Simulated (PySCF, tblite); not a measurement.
# C5H3FN2S+ (doublet): geometry, infrared bands and EPR parameters

Aim: predict the infrared bands and EPR parameters of C5H3FN2S+ (doublet) (`C=C(F)[S+]C(C#N)C#N`).

Computed with tblite 0.8.0 and PySCF 2.14.0, with density-fitted response routines of our own, on a single molecule in the gas phase. Atoms count from 0, in the outputs and in this text.

### 1 The molecule as given

12 atoms, charge 1, multiplicity 2; geometry from: force field or distance geometry start.

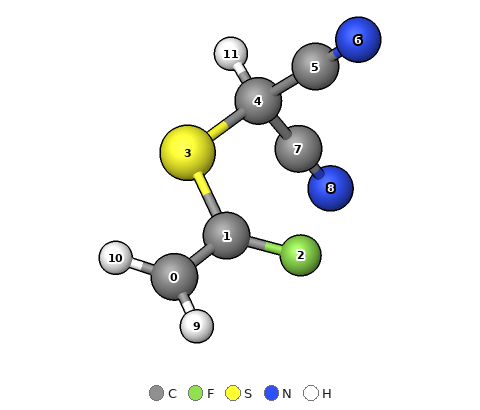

As it starts; carbon grey, fluorine green, sulfur yellow, nitrogen blue, hydrogen white, atoms numbered.

### 2 Relaxing the molecule with GFN2-xTB

Job settings and geometry (Å):

```
{"job": {"kind": "relax", "xc": "GFN2-xTB", "basis": "xTB"}, "charge": 1, "multiplicity": 2}
C      2.270800     0.597400    -1.286200
C      0.997500     0.299700    -0.920600
F     -0.000700     0.184900    -1.802200
S      0.764300     0.043000     0.850200
C     -0.928500    -0.377500     1.286600
C     -1.814200     0.773700     1.004300
N     -2.475900     1.680400     0.795700
C     -1.428900    -1.529200     0.565300
N     -1.821800    -2.469700    -0.026700
H      2.424000     0.755700    -2.339300
H      3.025400     0.671200    -0.526400
H     -1.010700    -0.630300     2.373300
```

On the command line:

```sh
OMP_NUM_THREADS=1 python probes_run.py task.json out
```

This one command runs all jobs of the session in turn.

Log:

```text
step      E/eV     max force
  0    -690.99315    4.988
  1    -690.32824   19.254
  2    -691.16741    1.513
  3    -691.19189    0.843
  4    -691.19646    2.123
  5    -691.22547    1.156
  6    -691.23978    0.559
  7    -691.26483    0.700
  8    -691.27844    0.651
  9    -691.28441    0.260
 10    -691.29005    0.272
 11    -691.29535    0.516
 12    -691.30117    0.515
 13    -691.30655    0.268
 14    -691.31231    0.268
 15    -691.31849    0.408
 16    -691.32461    0.465
 17    -691.32956    0.263
 18    -691.33302    0.167
 19    -691.33581    0.244
 20    -691.33870    0.295
 21    -691.34176    0.237
 22    -691.34507    0.174
 23    -691.34847    0.237
 24    -691.35175    0.284
 25    -691.35476    0.235
 26    -691.35715    0.177
 27    -691.35858    0.104
 28    -691.35927    0.080
 29    -691.35972    0.073
 30    -691.36023    0.077
 31    -691.36098    0.104
 32    -691.36206    0.154
 33    -691.36329    0.175
 34    -691.36426    0.115
 35    -691.36483    0.062
 36    -691.36511    0.039
 37    -691.36526    0.046
 38    -691.36535    0.039
 39    -691.36542    0.029
 40    -691.36549    0.027
 41    -691.36556    0.032
 42    -691.36567    0.036
 43    -691.36583    0.041
 44    -691.36601    0.036
 45    -691.36616    0.029
 46    -691.36624    0.027
 47    -691.36629    0.021
 48    -691.36634    0.017
 49    -691.36638    0.017
 50    -691.36641    0.016
 51    -691.36642    0.015
 52    -691.36645    0.013
 53    -691.36647    0.013
 54    -691.36649    0.010
```

It took 0.3 s on 1 thread of INTEL XEON PLATINUM 8581C at 2.30GHz, shared host.

Step by step: (not every step is listed) (the energy doesn't fall at every step)

```
step  energy from step 0 (eV)  largest force (eV/Å)
   0                   0.0000                4.9879
   1                   0.6649               19.2544
   2                  -0.1743                1.5132
   3                  -0.1987                0.8432
   4                  -0.2033                2.1229
   5                  -0.2323                1.1560
   6                  -0.2466                0.5587
   7                  -0.2717                0.7003
   8                  -0.2853                0.6512
  12                  -0.3080                0.5152
  16                  -0.3315                0.4650
  20                  -0.3456                0.2949
  24                  -0.3586                0.2839
  28                  -0.3661                0.0797
  32                  -0.3689                0.1541
  36                  -0.3720                0.0387
  40                  -0.3723                0.0270
  44                  -0.3729                0.0365
  48                  -0.3732                0.0167
  49                  -0.3732                0.0168
  50                  -0.3733                0.0158
  51                  -0.3733                0.0152
  52                  -0.3733                0.0127
  53                  -0.3733                0.0132
  54                  -0.3733                0.0100
```

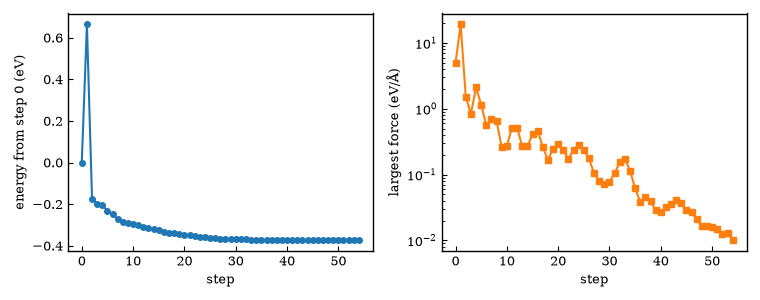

Energy and largest force along the relaxation.

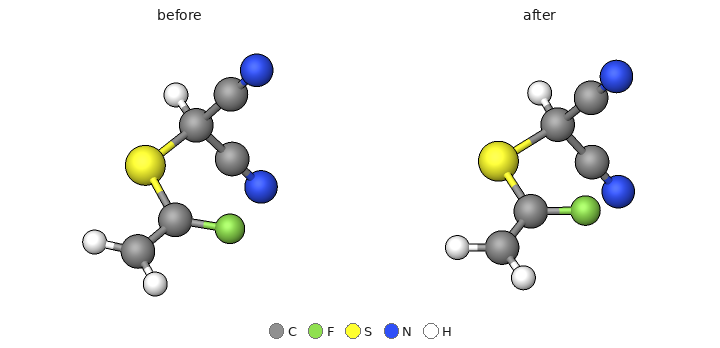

Before and after, at one scale.

Distances of close pairs at the start and the end, largest changes first:

```
  bond  before (Å)  after (Å)  change (Å)
 C1–S3       1.804      1.760      -0.045
 C7–N8       1.179      1.137      -0.042
 S3–C4       1.798      1.837      +0.039
 C4–C5       1.480      1.455      -0.024
C4–H11       1.119      1.100      -0.019
 C0–C1       1.358      1.340      -0.017
 C1–F2       1.337      1.319      -0.017
 C4–C7       1.448      1.455      +0.007
```

The end geometry stands in the next job.

### 3 Infrared spectrum with GFN2-xTB

Job settings and geometry (Å):

```
{"job": {"kind": "ir", "xc": "GFN2-xTB", "basis": "xTB"}, "charge": 1, "multiplicity": 2}
C      2.154297     0.577548    -1.280274
C      0.987950     0.277174    -0.691887
F     -0.143923     0.191477    -1.364557
S      0.854820    -0.032264     1.035449
C     -0.938868    -0.372038     1.241912
C     -1.737384     0.788892     0.878192
N     -2.348334     1.707746     0.605499
C     -1.353573    -1.523528     0.454848
N     -1.661663    -2.431712    -0.155256
H      2.197314     0.758986    -2.344571
H      3.069145     0.646656    -0.716583
H     -1.078584    -0.589625     2.311201
```

Log:

```text
mode    cm-1     km/mol
  1      51.2      1.68
  2      64.7      1.47
  3      96.2      3.45
  4     123.9      4.94
  5     165.2      1.50
  6     208.5     10.32
  7     317.2      2.01
  8     364.2      1.04
  9     395.7      8.98
 10     427.9      0.55
 11     441.9      0.96
 12     505.9      1.50
 13     535.1     11.20
 14     608.9      2.46
 15     635.8      0.13
 16     691.7      8.71
 17     890.3     47.75
 18     910.4      3.63
 19     916.9     20.86
 20     990.2      0.45
 21    1084.5     26.19
 22    1138.2     90.39
 23    1141.0     21.33
 24    1309.1     69.03
 25    1534.9     74.52
 26    2402.8    127.62
 27    2423.8     57.65
 28    2895.6     43.95
 29    3081.7    135.76
 30    3135.9     24.19
```

Wall time 0.35 s (1 thread of INTEL XEON PLATINUM 8581C at 2.30GHz, shared host).

Which atoms move in the most intense modes:

```
cm⁻¹  km/mol                               atoms
 890    47.8          H9 39 %, H10 36 %, C0 24 %
1138    90.4           C1 54 %, F2 17 %, H9 12 %
1309    69.0          H10 45 %, H9 40 %, C1 11 %
1535    74.5                    C1 51 %, C0 41 %
2403   127.6  C7 29 %, C5 29 %, N8 21 %, N6 20 %
2424    57.6  C5 30 %, C7 29 %, N6 20 %, N8 20 %
2896    44.0                            H11 93 %
3082   135.8                   H9 78 %, H10 17 %
```

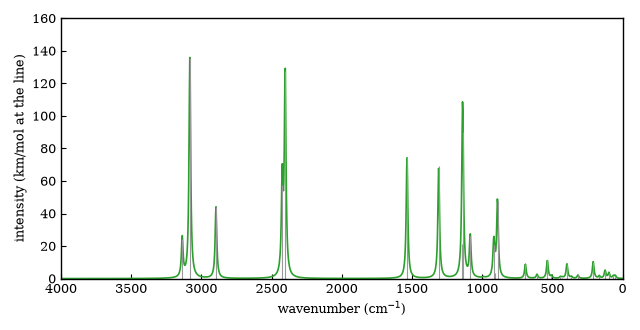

The infrared spectrum from these modes, unscaled. Lines are broadened to a width of 14 cm⁻¹ (Lorentzian).

### 4 g tensor and hyperfine couplings: B3LYP/pcH-1

Same as in step 3 but for these lines:

```diff
@@ -1,2 +1,2 @@
-{"job": {"kind": "ir", "xc": "GFN2-xTB", "basis": "xTB"}, "charge": 1, "multiplicity": 2}
+{"job": {"kind": "epr", "basis": "pcH-1"}, "charge": 1, "multiplicity": 2}
 C      2.154297     0.577548    -1.280274
```

Method: UKS B3LYP, pcH-1 on C F H N S, non-relativistic, mean-field spin-orbit, GIAO.

Log:

```text
UKS, coarse grid
  cycle   1  E = -799.23904605  |g| = 6.80e-01
  cycle   2  E = -797.42804024  |g| = 1.96e+00
  cycle   3  E = -799.43044374  |g| = 2.54e-01
  cycle   4  E = -799.45354526  |g| = 1.09e-01
  cycle   5  E = -799.45718428  |g| = 4.44e-02
  cycle   6  E = -799.45816947  |g| = 1.22e-02
  cycle   7  E = -799.45822609  |g| = 7.01e-03
  cycle   8  E = -799.45825070  |g| = 2.66e-03
  cycle   9  E = -799.45825446  |g| = 1.68e-03
  cycle  10  E = -799.45825673  |g| = 8.01e-04
UKS, final grid
  cycle   1  E = -799.45825865  |g| = 1.53e-03
  cycle   2  E = -799.45825448  |g| = 3.46e-03
  cycle   3  E = -799.45825974  |g| = 2.68e-04
  cycle   4  E = -799.45825977  |g| = 8.13e-05
  cycle   5  E = -799.45825979  |g| = 9.08e-05
  cycle   6  E = -799.45825979  |g| = 3.25e-05
  cycle   7  E = -799.45825979  |g| = 1.46e-05
E = -799.45825979 Eh   <S^2> = 0.7611 (exact 0.7500)
g shifts (ppm)      1          2          3
  rmc          -210       -210       -210
  gc              3         53         51
  oz_so          96       6109      12533
  total        -111       5953      12374
hyperfine (MHz)  atom isotope    a_iso     a_fc   dipolar eigenvalues
    0   13C      39.23      39.44    -43.77    -43.14     86.91
    1   13C     -26.59     -27.01     -6.39     -1.77      8.15
    2   19F      15.08      12.15    -51.53    -42.30     93.82
    3   33S      20.13      20.23    -50.79    -48.04     98.82
    4   13C      -5.94      -6.03     -0.99      0.00      0.99
    5   13C      13.13      13.12     -1.93     -1.46      3.39
    6   14N       0.21       0.21     -0.83     -0.66      1.49
    7   13C      12.35      12.34     -1.85     -1.41      3.25
    8   14N       0.20       0.21     -0.79     -0.62      1.41
    9    1H     -36.31     -36.30    -20.11     -3.09     23.20
   10    1H     -35.29     -35.28    -18.34     -3.70     22.04
   11    1H      -0.68      -0.70     -2.78     -1.83      4.61
```

It took 61 s on 1 thread of INTEL XEON PLATINUM 8581C at 2.30GHz, shared host; peak memory 1.1 GiB.

Principal g values 2.00221, 2.00827, 2.01469; g(iso) = 2.00839, against 2.00232 for a free electron.

Hyperfine couplings; where a row names several nuclei, a(iso) is their mean (it holds for fast rotation or exchange) and the dipolar term the largest among them:

```
nuclei  isotope  a(iso) (MHz)  a(iso) (G, at g = 2.0023)  largest dipolar term (MHz)
    C0      13C          39.2                       14.0                        86.9
    H9       1H         -36.3                      -13.0                        23.2
   H10       1H         -35.3                      -12.6                        22.0
    C1      13C         -26.6                       -9.5                         8.2
    S3      33S          20.1                        7.2                        98.8
    F2      19F          15.1                        5.4                        93.8
C5, C7      13C          12.7                        4.5                         3.4
    C4      13C          -5.9                       -2.1                        -1.0
   H11       1H          -0.7                       -0.2                         4.6
N6, N8      14N           0.2                        0.1                         1.5
```

Mulliken spin populations:

```
atom  value (e)
  C0       0.53
  C1      -0.01
  F2       0.02
  S3       0.48
  C4      -0.01
  C5       0.00
  N6       0.01
  C7       0.00
  N8       0.01
  H9      -0.02
 H10      -0.02
 H11       0.00
```

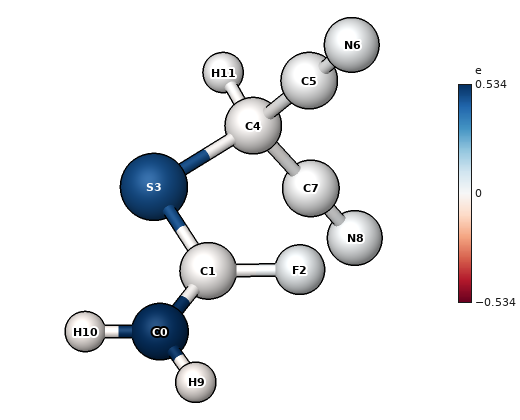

Mulliken spin populations, as colours on the atoms.

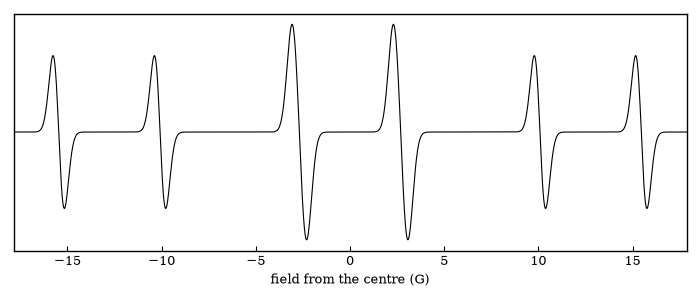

First-order isotropic spectrum (first derivative, main isotopes with spin only, couplings over 0.8 MHz, Gaussian width 0.3 G; couplings of the frozen geometry, rotation of groups not averaged beyond the rows shown).

Orbitals, density, ELF and potential are computed afterwards from the orbital file.

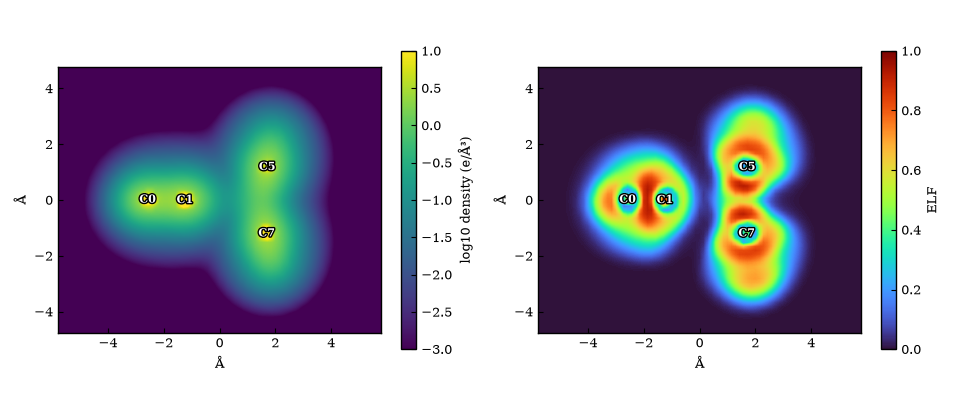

Density (left) and ELF (right) in a plane through or near 4 of the atoms.

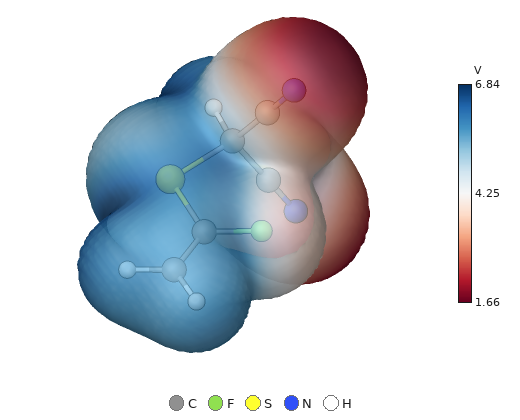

The potential that a unit positive charge feels on the 0.002 e/bohr³ surface, from 1.66 V near N8 to 6.84 V near H10.

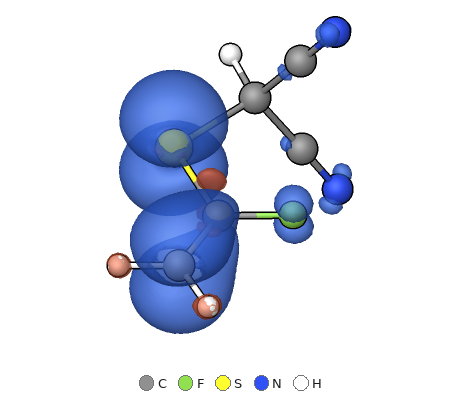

Spin density at ±0.02 e/Å³ (alpha excess blue, beta excess red).

### 5 What came out

| quantity | value |
| --- | --- |
| strongest single infrared mode (GFN2-xTB) | 3082 cm⁻¹, 136 km/mol |
| zero-point energy (GFN2-xTB) | 42.2 kcal/mol |
| g(iso) (B3LYP) | 2.00839 |
| ⟨S²⟩ | 0.761 (exact 0.75) |
| largest a(iso) (averaged by class) | 13C on C0, 39.2 MHz |

**Reading.** Relaxing lowered the energy by 0.373 eV in 54 steps; the close pair that moved most is C1–S3, from 1.804 to 1.760 Å. No mode is imaginary among the 30: a minimum at this level. The strongest single mode, at 3082 cm⁻¹, moves mainly H9. GFN2-xTB is a fitted tight-binding method: band positions and strengths are rough. Its intensities can rank the bands wrongly. The largest spin populations lie on C0 (0.53 e), S3 (0.48 e). The isotropic g lies 6.1 ppt above the free-electron value. These values are for one conformer; the search (at its own cheap level) found 2 more, at 1.45, 1.46 kcal/mol, and measured spectra average over such forms.
